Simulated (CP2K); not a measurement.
**One shape, several levels: CH4OSSi (SMILES O[SiH]1CS1)**

Aim: a comparison of 3 runs (MNDOD, PM6, IPEA1-xTB) of CH4OSSi. 

The calculation is run with CP2K 2026.2.

2 further runs of the same task are left out: 2 that didn't finish.

### Step 1. The structure to begin with

CH4OSSi has 8 atoms, charge 0, and is taken as a singlet. SMILES: `O[SiH]1CS1`. The coordinates come from a GFN2-xTB relaxation. This is one conformer, not always the lowest.

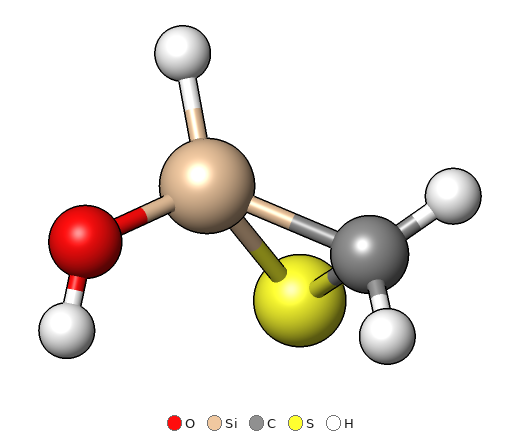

Viewed from a chosen angle; oxygen red, silicon light orange, carbon grey, sulfur yellow, hydrogen white.

### Step 2. Energy and forces at MNDOD (run 1)

Contents of molecule.xyz:

```xyz
8

O     -1.430090     1.257680    -0.237840
Si     0.067060     0.752900     0.097040
C      0.483180    -1.050320     0.343670
S      1.106540    -0.453880    -1.319870
H     -1.982050     0.846050    -0.900070
H      0.721000     1.824230     0.792900
H      1.298340    -1.350830     0.985030
H     -0.263980    -1.825840     0.239140
```

Contents of qs.inp:

```
&GLOBAL
  PROJECT qs
  RUN_TYPE ENERGY_FORCE
  PRINT_LEVEL MEDIUM
&END GLOBAL

&FORCE_EVAL
  METHOD QUICKSTEP
  &DFT
    CHARGE 0
    MULTIPLICITY 1
    &QS
      METHOD MNDOD
      EPS_DEFAULT 1.0E-10
      &SE
        &COULOMB
          CUTOFF [angstrom] 50
          RC_RANGE [angstrom] 0
        &END COULOMB
        &EXCHANGE
          CUTOFF [angstrom] 50
          RC_RANGE [angstrom] 0
        &END EXCHANGE
      &END SE
    &END QS
    &POISSON
      PERIODIC NONE
      POISSON_SOLVER ANALYTIC
    &END POISSON
    &SCF
      SCF_GUESS ATOMIC
      EPS_SCF 1.0E-07
      MAX_SCF 30
      &OT ON
        MINIMIZER DIIS
        PRECONDITIONER FULL_SINGLE_INVERSE
      &END OT
      &OUTER_SCF
        EPS_SCF 1.0E-07
        MAX_SCF 5
      &END OUTER_SCF
    &END SCF
    &PRINT
      &MOMENTS
        PERIODIC F
        REFERENCE COM
        MAX_MOMENT 1
      &END MOMENTS
      &MO_CUBES
        NLUMO 5
        NHOMO -1
        WRITE_CUBE F
      &END MO_CUBES
      &HIRSHFELD OFF
      &END HIRSHFELD
    &END PRINT
  &END DFT
  &SUBSYS
    &CELL
      ABC [angstrom] 13.3 13.7 12.3
      PERIODIC NONE
    &END CELL
    &TOPOLOGY
      COORD_FILE_NAME molecule.xyz
      COORD_FILE_FORMAT XYZ
      &CENTER_COORDINATES
      &END CENTER_COORDINATES
    &END TOPOLOGY
  &END SUBSYS
  &PRINT
    &FORCES ON
    &END FORCES
  &END PRINT
&END FORCE_EVAL
```

Started as:

```sh
$ OMP_NUM_THREADS=1 cp2k.psmp -i qs.inp -o qs.out
```

The log of the run:

```text
CP2K| version string:                                       CP2K version 2026.2
[...]
 GLOBAL| Method name                                                        CP2K
[...]
 GLOBAL| Run type                                                   ENERGY_FORCE
[...]
                             - Atoms:                                          8
[...]
                             - Spherical basis functions:                     30
[...]
 Number of electrons:                                                         24
[...]
     1 OT DIIS     0.80E-01    0.0     0.31463103       -24.2589529069 -2.43E+01
[...]
    20 OT DIIS     0.80E-01    0.0     0.00000007       -28.7548544643 -1.12E-12
  *** SCF run converged in    20 steps ***
  Core-core repulsion energy [eV]:                           1364.12367508110856
  Core Hamiltonian energy [eV]:                             -1278.29038527956459
  Two-electron integral energy [eV]:                        -1736.58534473839813
  Electronic energy [eV]:                                   -2146.58305764876377
  Total energy [eV]:                                         -782.45938256765498
  Atomic reference energy [eV]:                               780.09499451586623
  Heat of formation [kcal/mol]:                               -54.52408808137818
[...]
 SE_DIPOLE| Moment [Debye]          2.34527562      -0.04481384      -0.93051666
 SE_DIPOLE| Derivative [a.u.]       0.00000000       0.00000000       0.00000000
 *** WARNING in qs_scf_post_se.F:140 :: Printing of MO cube files not ***
 *** implemented for Semi-Empirical method.                           ***
 ENERGY| Total FORCE_EVAL ( QS ) energy [hartree]            -28.754854464306749
 FORCES| Atomic forces [hartree/bohr]
 FORCES|   Atom     x               y               z               |f|
 FORCES|      1 -6.66164060E-02  1.59102142E-02 -2.00861833E-02   7.13746119E-02
 FORCES|      2  7.16119428E-02 -1.09678601E-02  6.83475134E-03   7.27686617E-02
 FORCES|      3  2.58290474E-03  1.40338066E-02 -8.77737833E-03   1.67529548E-02
 FORCES|      4  6.48605441E-04  9.65058702E-03  9.19323519E-05   9.67279537E-03
 FORCES|      5 -5.42397702E-03  6.02765359E-03  4.15122044E-03   9.10959745E-03
 FORCES|      6 -1.93580832E-03 -1.03456423E-02 -1.86485091E-03   1.06891223E-02
 FORCES|      7  1.39958904E-02 -8.79657074E-03  1.67184664E-02   2.35110979E-02
 FORCES|      8 -1.48631521E-02 -1.55121883E-02  2.93204203E-03   2.16826693E-02
 FORCES| Sum    -6.66133815E-16 -6.93889390E-17  4.16333634E-17
 FORCES| Total atomic force                                       6.71030864E-16
[...]
```

It took 1.1 s on 1 thread of Intel Xeon 6975P-C (Granite Rapids), shared host; peak memory 0.19 GiB.

### Step 3. Energy and gradient at PM6 (run 2)

molecule.xyz is that of step 2.

Contents of calc.inp:

```
&GLOBAL
    PROJECT_NAME calc
    RUN_TYPE ENERGY_FORCE
    PRINT_LEVEL MEDIUM
&END GLOBAL

&FORCE_EVAL
    METHOD Quickstep
    &DFT
        &QS
            METHOD PM6
            EPS_DEFAULT 1.0E-10
            &SE
                &COULOMB
                    CUTOFF [angstrom] 50
                    RC_RANGE [angstrom] 0
                &END COULOMB
                &EXCHANGE
                    CUTOFF [angstrom] 50
                    RC_RANGE [angstrom] 0
                &END EXCHANGE
            &END SE
        &END QS
        &POISSON
            PERIODIC NONE
            POISSON_SOLVER ANALYTIC
        &END POISSON
        &SCF
            SCF_GUESS ATOMIC
            EPS_SCF 1.0E-06
            MAX_SCF 100
            ADDED_MOS 4
            &DIAGONALIZATION
                ALGORITHM STANDARD
            &END DIAGONALIZATION
            &MIXING
                METHOD DIRECT_P_MIXING
                ALPHA 0.4
            &END MIXING
        &END SCF
        &PRINT
            &MOMENTS
                PERIODIC F
                REFERENCE COM
                MAX_MOMENT 1
            &END MOMENTS
            &MO ON
                ENERGIES T
                OCCUPATION_NUMBERS T
                NDIGITS 6
                &EACH
                    QS_SCF 0
                &END EACH
                ADD_LAST NUMERIC
            &END MO
            &HIRSHFELD OFF
            &END HIRSHFELD
        &END PRINT
    &END DFT
    &SUBSYS
        &CELL
            ABC 11.3 11.7 10.3
            PERIODIC NONE
        &END CELL
        &TOPOLOGY
            COORD_FILE_NAME molecule.xyz
            COORD_FILE_FORMAT XYZ
            &CENTER_COORDINATES
            &END CENTER_COORDINATES
        &END TOPOLOGY
    &END SUBSYS
    &PRINT
        &FORCES ON
        &END FORCES
    &END PRINT
&END FORCE_EVAL
```

Started as:

```sh
$ OMP_NUM_THREADS=1 cp2k.psmp -i calc.inp -o calc.out
```

The log of the run:

```text
CP2K| version string:                                       CP2K version 2026.2
[...]
 GLOBAL| Method name                                                        CP2K
[...]
 GLOBAL| Run type                                                   ENERGY_FORCE
[...]
                             - Atoms:                                          8
[...]
                             - Spherical basis functions:                     30
[...]
 Number of electrons:                                                         24
[...]
     1 P_Mix/Diag. 0.40E+00    0.0     0.70180338       -21.1248142347 -2.11E+01
[...]
    22 DIIS/Diag.  0.24E-06    0.0     0.00000069       -26.3399438505 -1.84E-12
  *** SCF run converged in    22 steps ***
  Core-core repulsion energy [eV]:                           1241.61115989008090
  Core Hamiltonian energy [eV]:                             -1160.88514256342955
  Two-electron integral energy [eV]:                        -1594.94468040729976
  Electronic energy [eV]:                                   -1958.35748276707955
  Total energy [eV]:                                         -716.74632287699842
  Atomic reference energy [eV]:                               714.09816736586617
  Heat of formation [kcal/mol]:                               -61.06792166917089
[...]
 SE_DIPOLE| Moment [Debye]          1.96832314      -0.50563400      -0.99232933
 SE_DIPOLE| Derivative [a.u.]       0.00000000       0.00000000       0.00000000
 ENERGY| Total FORCE_EVAL ( QS ) energy [hartree]            -26.339943850533704
 FORCES| Atomic forces [hartree/bohr]
 FORCES|   Atom     x               y               z               |f|
 FORCES|      1 -3.46435624E-03 -1.04481615E-02 -1.13373106E-02   1.58019130E-02
 FORCES|      2  2.94374045E-02 -1.93929476E-02 -3.68347977E-03   3.54431267E-02
 FORCES|      3 -8.29056748E-03  1.70927560E-02 -3.37006404E-04   1.90002471E-02
 FORCES|      4 -3.82358481E-03  1.41751809E-02 -2.23539689E-03   1.48510119E-02
 FORCES|      5 -1.22726760E-02  9.65378522E-03  3.52929303E-03   1.60084370E-02
 FORCES|      6 -2.14956695E-03  8.00412578E-04  2.07171184E-03   3.09083942E-03
 FORCES|      7  2.79048314E-03 -5.07122761E-03  8.17579835E-03   1.00173761E-02
 FORCES|      8 -2.22713619E-03 -6.80979789E-03  3.81639046E-03   8.11777797E-03
 FORCES| Sum     3.88578059E-16  2.22044605E-16  2.77555756E-16
 FORCES| Total atomic force                                       5.26625020E-16
[...]
```

It took 0.88 s on 1 thread of Intel Xeon 6975P-C (Granite Rapids), shared host; peak memory 0.19 GiB.

### Step 4. The energy at IPEA1-xTB (run 3)

Contents of qs.inp:

```
&GLOBAL
 PROJECT qs
 RUN_TYPE ENERGY
 PRINT_LEVEL MEDIUM
&END GLOBAL

&FORCE_EVAL
 METHOD QS
 &DFT
  CHARGE 0
  MULTIPLICITY 1
  &QS
   METHOD XTB
   EPS_DEFAULT 1.0E-10
   &XTB
    GFN_TYPE TBLITE
    &TBLITE
     METHOD IPEA1
    &END TBLITE
    CHECK_ATOMIC_CHARGES F
   &END XTB
  &END QS
  ! no periodic images
  &POISSON
   PERIODIC NONE
   POISSON_SOLVER ANALYTIC
  &END POISSON
  ! self-consistent field
  &SCF
   SCF_GUESS MOPAC
   EPS_SCF 1.0E-07
   MAX_SCF 100
   ADDED_MOS 4
   MAX_DIIS 2
   EPS_DIIS 1
   &DIAGONALIZATION
    ALGORITHM STANDARD
   &END DIAGONALIZATION
   &MIXING
    METHOD DIRECT_P_MIXING
    ALPHA 0.4
   &END MIXING
  &END SCF
  &PRINT
   &MOMENTS
    PERIODIC F
    REFERENCE COM
    MAX_MOMENT 1
   &END MOMENTS
   &MO ON
    ENERGIES T
    OCCUPATION_NUMBERS T
    NDIGITS 6
    &EACH
     QS_SCF 0
    &END EACH
    ADD_LAST NUMERIC
   &END MO
   &HIRSHFELD OFF
   &END HIRSHFELD
  &END PRINT
 &END DFT
 ! structure
 &SUBSYS
  &CELL
   ABC [angstrom] 19.3 19.7 18.3
   PERIODIC NONE
  &END CELL
  &COORD
   O      8.561765    11.108485     9.079580
   Si    10.058915    10.603705     9.414460
   C     10.475035     8.800485     9.661090
   S     11.098395     9.396925     7.997550
   H      8.009805    10.696855     8.417350
   H     10.712855    11.675035    10.110320
   H     11.290195     8.499975    10.302450
   H      9.727875     8.024965     9.556560
  &END COORD
 &END SUBSYS
&END FORCE_EVAL
```

Started as:

```sh
$ OMP_NUM_THREADS=1 cp2k.psmp -i qs.inp -o qs.out
```

The log of the run:

```text
CP2K| version string:                                       CP2K version 2026.2
[...]
 GLOBAL| Method name                                                        CP2K
[...]
 GLOBAL| Run type                                                         ENERGY
[...]
                             - Atoms:                                          8
[...]
                             - Spherical basis functions:                     36
[...]
 Number of electrons:                                                         24
[...]
  *** SCF run converged in    16 steps ***
[...]
  Fermi energy:                                                -0.28658342219161
[...]
 TB_DIPOLE| Moment [Debye]         -1.35909078       0.09774240       0.86733509
 TB_DIPOLE| Derivative [a.u.]       0.00000000       0.00000000       0.00000000
[...]
 ENERGY| Total FORCE_EVAL ( QS ) energy [hartree]            -15.146307429064120
[...]
```

Run time: 0.9 s. Hardware: 1 thread of Intel Xeon 6975P-C (Granite Rapids), shared host; peak memory 0.19 GiB.

### Step 5. The series

| run | level | SCF convergence threshold | iteration cap | energy (Eh) | dipole moment (D) | heat of formation (kcal/mol) | largest force (eV/Å) | wall time |
| --- | --- | --- | --- | --- | --- | --- | --- | --- |
| 1 | MNDOD | 1e-07 | 30 | -28.754854 | 2.52 | -54.5 | 3.742 | 1.1 s |
| 2 | PM6 | 1e-06 | 100 | -26.339944 | 2.26 | -61.1 | 1.823 | 0.88 s |
| 3 | IPEA1-xTB | 1e-07 | 100 | -15.146307 | 1.62 | – | – | 0.9 s |

### Step 6. Outcome

| quantity | value |
| --- | --- |
| run 3: total energy | -15.14631 Eh |
| run 3: dipole moment (from atomic charges alone) | 1.62 D |
| run 3: HOMO energy | -10.82 eV |
| run 3: LUMO energy | -6.90 eV |
| run 3: HOMO–LUMO gap | 3.91 eV |

The dipole moment (its size) runs from 1.62 D (IPEA1-xTB) to 2.52 D (MNDOD). Some of these are taken from atomic charges alone. Force-field and semi-empirical energies have zeros of their own, so their totals don't compare. All runs together took 2.9 s, the longest 1.1 s.
